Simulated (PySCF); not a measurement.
```yaml
atoms:
  - { symbol: B, position_ang: [-0.8987, 2.8995, 0.4006] }
  - { symbol: N, position_ang: [-1.2574, 1.5570, 0.3258] }
  - { symbol: Si, position_ang: [-0.5936, 0.2832, -0.6744] }
  - { symbol: C, position_ang: [-1.1923, -1.3502, 0.0956] }
  - { symbol: C, position_ang: [-0.6465, -2.5693, -0.6361] }
  - { symbol: C, position_ang: [1.3015, 0.4021, -0.7062] }
  - { symbol: Si, position_ang: [2.1601, 0.1938, 0.9768] }
  - { symbol: H, position_ang: [-0.0323, 3.2878, -0.2840] }
  - { symbol: H, position_ang: [-1.4651, 3.6164, 1.1359] }
  - { symbol: H, position_ang: [-2.0161, 1.2631, 0.9231] }
  - { symbol: H, position_ang: [-1.1415, 0.4283, -2.0391] }
  - { symbol: H, position_ang: [-0.8934, -1.4061, 1.1441] }
  - { symbol: H, position_ang: [-2.2831, -1.3919, 0.0822] }
  - { symbol: H, position_ang: [-1.0265, -3.4924, -0.2006] }
  - { symbol: H, position_ang: [-0.9330, -2.5442, -1.6849] }
  - { symbol: H, position_ang: [0.4393, -2.5909, -0.5829] }
  - { symbol: H, position_ang: [1.5689, 1.3775, -1.1098] }
  - { symbol: H, position_ang: [1.6979, -0.3331, -1.4061] }
  - { symbol: H, position_ang: [2.0098, -1.1896, 1.4459] }
  - { symbol: H, position_ang: [1.5985, 1.1104, 1.9702] }
  - { symbol: H, position_ang: [3.5945, 0.4656, 0.8233] }
```

Geometry: GFN2-xTB.

The calculation used PySCF, PBE0/pcSseg-1, SCF density, gas phase, non-relativistic.

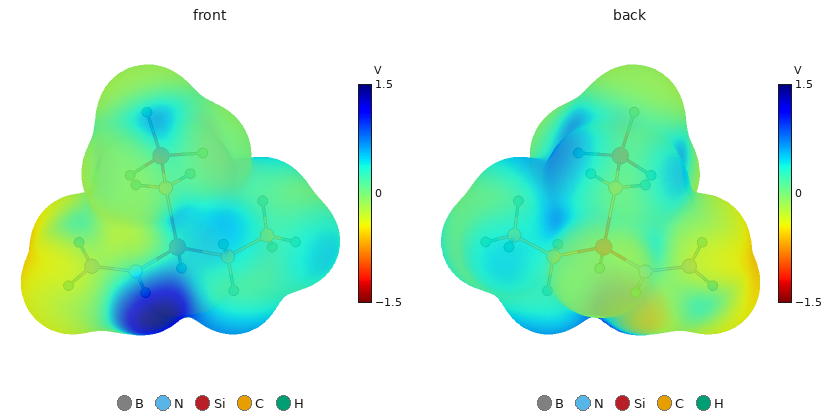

C3H14BNSi2. The molecular electrostatic potential painted on the density surface at 0.001 e/bohr³, seen from the front and from behind; the colour scale runs from red (negative) to blue (positive).

Which sites attract a positive test charge, and which a negative one?

A positive charge is drawn to the negative regions and a negative charge to the positive ones. The most negative region (about −0.6 V, or −14 kcal/mol for a unit charge) lies over H9, the most positive (about +1.4 V, or +32 kcal/mol for a unit charge) over H10.
